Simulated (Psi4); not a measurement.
# CH4GaN (SMILES C=[N][GaH2]) at MP2/cc-pVTZ (density fitting, density fitting for correlation, sweep point 6)

Wanted: the energy of CH4GaN. 

Program for the calculation: Psi4 1.11.

3 further runs of the same task are left out: 3 set aside as unsound or not needed.

## (1) The molecule

CH4GaN has 7 atoms, charge 0, and is taken as a singlet. As SMILES, `C=[N][GaH2]`. The shape is that of a PBE0-D4/def2-TZVP optimisation.

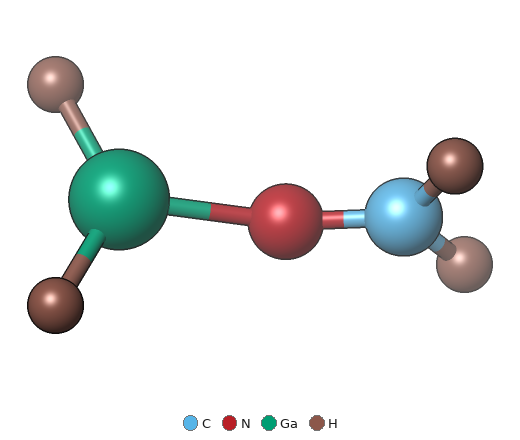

The structure, seen from a chosen angle (carbon blue, nitrogen red, gallium teal, hydrogen brown).

## (2) The energy at MP2/cc-pVTZ (density fitting, density fitting for correlation, sweep point 6)

The input, calc.dat:

```
memory 1600 mb

molecule geom {
  0 1
  C     -1.119700     0.099100    -0.980300
  N     -0.311300    -0.140700    -0.067900
  Ga     1.142300    -0.099700     0.998500
  H     -0.943900     0.853500    -1.763300
  H     -2.076800    -0.439300    -1.060100
  H      1.040600     0.837400     2.236500
  H      2.268800    -1.110200     0.636700
  units angstrom
  symmetry c1
}

set globals {
  basis cc-pVTZ
  reference rhf
  scf_type df
  num_frozen_docc 11
  guess sap
}

energy("mp2")
```

Launch:

```sh
$ psi4 -n 1 calc.dat calc.out
```

calc.out:

```text
[...]
  Running in c1 symmetry.
[...]
  Nuclear repulsion =  158.698020768976534
[...]
  Multiplicity = 1
[...]
  Nalpha       = 24
  Nbeta        = 24
[...]
    Number of basis functions: 159
[...]
   @DF-RHF iter   1: -2014.84863053517097   -2.01485e+03   1.36590e-02 ADIIS/DIIS
[...]
   @DF-RHF iter  14: -2017.93182966981431   -9.09495e-13   3.95122e-09 DIIS
[...]
    Orbital Energies [Eh]
    ---------------------
    Doubly Occupied:
       1A   -378.802596     2A    -48.154710     3A    -42.483710
       4A    -42.480428     5A    -42.480411     6A    -15.537592
       7A    -11.281819     8A     -6.386474     9A     -4.482804
      10A     -4.476835    11A     -4.476163    12A     -1.214091
      13A     -1.194386    14A     -1.192498    15A     -1.190628
      16A     -1.186978    17A     -1.162157    18A     -0.814193
      19A     -0.654805    20A     -0.625833    21A     -0.510215
      22A     -0.470015    23A     -0.413259    24A     -0.354519
[...]
  @DF-RHF Final Energy: -2017.93182966981431
   => Energetics <=
    Nuclear Repulsion Energy =            158.6980207689765336
    One-Electron Energy =               -3129.2054663878316205
    Two-Electron Energy =                 952.5756159490405253
    Total Energy =                      -2017.9318296698143058
[...]
 Multipole Moments:
 ------------------------------------------------------------------------------------
     Multipole            Electronic (a.u.)      Nuclear  (a.u.)        Total (a.u.)
 ------------------------------------------------------------------------------------
 L = 1.  Multiply by 2.5417464519 to convert [e a0] to [Debye]
 Dipole X            :          5.3968896           -5.4729194           -0.0760298
 Dipole Y            :         -0.3575826            0.5731211            0.2155385
 Dipole Z            :          4.5794467           -4.8999179           -0.3204712
 Magnitude           :                                                    0.3936231
[...]
```

Wall time 5.7 s (1 thread of Intel Xeon 6975P-C (Granite Rapids), shared host); peak memory 0.56 GiB.

## (3) Results

At MP2/cc-pVTZ (density fitting, density fitting for correlation, sweep point 6), 11 core orbitals frozen:

| quantity | value |
| --- | --- |
| total energy | -2018.46162 Eh |
| HOMO energy (Hartree–Fock orbitals) | -9.65 eV |
| LUMO energy (Hartree–Fock orbitals) | 1.65 eV |
| HOMO–LUMO gap (Hartree–Fock orbitals) | 11.30 eV |
| correlation energy (11 core orbitals frozen) | -529.8 mEh |
